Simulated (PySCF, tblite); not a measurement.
# C2H7ClOSi3: geometry, infrared bands and NMR shifts

Wanted: the infrared bands and NMR shifts of C2H7ClOSi3 (`[SiH3]C#C[SiH2]O[SiH2]Cl`), by calculation.

The runs use tblite 0.8.0 and PySCF 2.14.0, with density-fitted response routines of our own; the level of theory stands in each step. All values are computed, except where a source is named. Atoms are numbered from 0 throughout.

### Step 1. The starting structure

14 atoms, charge 0, multiplicity 1; geometry from: force field or distance geometry start.

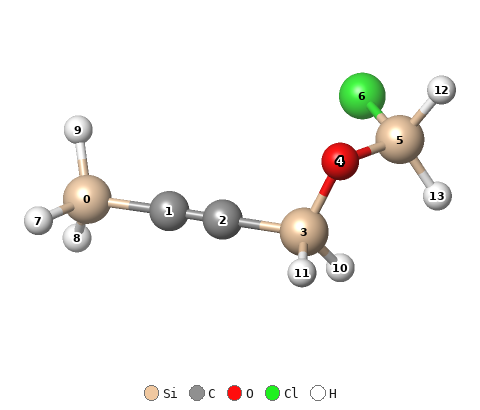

The starting geometry (silicon light orange, carbon grey, oxygen red, chlorine green, hydrogen white), atoms numbered; sticks join atoms by distance.

### Step 2. Geometry optimisation with GFN2-xTB

Job settings and geometry (Å):

```
{"job": {"kind": "relax", "xc": "GFN2-xTB", "basis": "xTB"}, "charge": 0, "multiplicity": 1}
Si     3.534200     0.823400     0.053500
C      1.868300     0.128000    -0.267200
C      0.789200    -0.339200    -0.480400
Si    -0.872800    -1.042200    -0.860400
O     -2.074000     0.163600    -0.960800
Si    -3.128100     0.161100     0.381000
Cl    -2.272300     1.140300     2.029500
H      4.395200     0.764700    -1.152200
H      4.213500     0.042800     1.076100
H      3.352700     2.244800     0.375700
H     -1.146700    -2.039600     0.200800
H     -0.858700    -1.758300    -2.154900
H     -4.356800     0.927500     0.066700
H     -3.444400    -1.217300     0.790400
```

Run with:

```console
> OMP_NUM_THREADS=1 python probes_run.py task.json out
```

The driver reads the jobs from task.json and runs them one after another.

**Question.** This job is followed by: GFN2-xTB harmonic vibrations, gas phase; GIAO PBE0/pcSseg-1 NMR shielding, non-relativistic, gas phase. What will the session give for the following? strongest single infrared mode (GFN2-xTB); zero-point energy (GFN2-xTB); ¹³C shifts against TMS (PBE0/pcSseg-1); ¹H shifts against TMS (PBE0/pcSseg-1, means over atoms taken as alike); ²⁹Si shifts against TMS (PBE0/pcSseg-1); ¹⁷O shifts against H2O (PBE0/pcSseg-1); ³⁵Cl shifts against HCl (PBE0/pcSseg-1); surface potential, least and greatest.

**Answer**, as computed:

```
                                                              quantity                    value
                             strongest single infrared mode (GFN2-xTB)     746 cm⁻¹, 924 km/mol
                                          zero-point energy (GFN2-xTB)            45.0 kcal/mol
                                ¹³C shifts against TMS (PBE0/pcSseg-1)         118.9, 114.6 ppm
¹H shifts against TMS (PBE0/pcSseg-1, means over atoms taken as alike)     5.50, 5.22, 4.28 ppm
                               ²⁹Si shifts against TMS (PBE0/pcSseg-1)  -26.8, -56.4, -98.7 ppm
                                ¹⁷O shifts against H2O (PBE0/pcSseg-1)                 55.2 ppm
                               ³⁵Cl shifts against HCl (PBE0/pcSseg-1)                   39 ppm
                                 surface potential, least and greatest       -0.72 V and 1.42 V
```

The optimisation took 113 steps and gained 0.743 eV; among the close pairs (by a distance rule), O4–Si5 changed most, from 1.706 to 1.608 Å. The lowest mode is slightly imaginary (19i cm⁻¹), a soft motion within the noise of the Hessian, so the minimum is not strictly shown. The strongest single mode, at 746 cm⁻¹, is carried by H10, H11, H12, H13. Unscaled tight-binding wavenumbers are off by several per cent, some by more. Its intensities can rank the bands wrongly. At PBE0/pcSseg-1: Shielding is most anisotropic at C2 (span 299 ppm, paramagnetic term -200 ppm). At PBE0/pcSseg-1, counted by nearest atom on the grid, the HOMO lies on C1, C2 about 37 % each; H8, H10, H11 about 6 % each, the LUMO on C1, C2 about 24 % each; Si3 13 %.
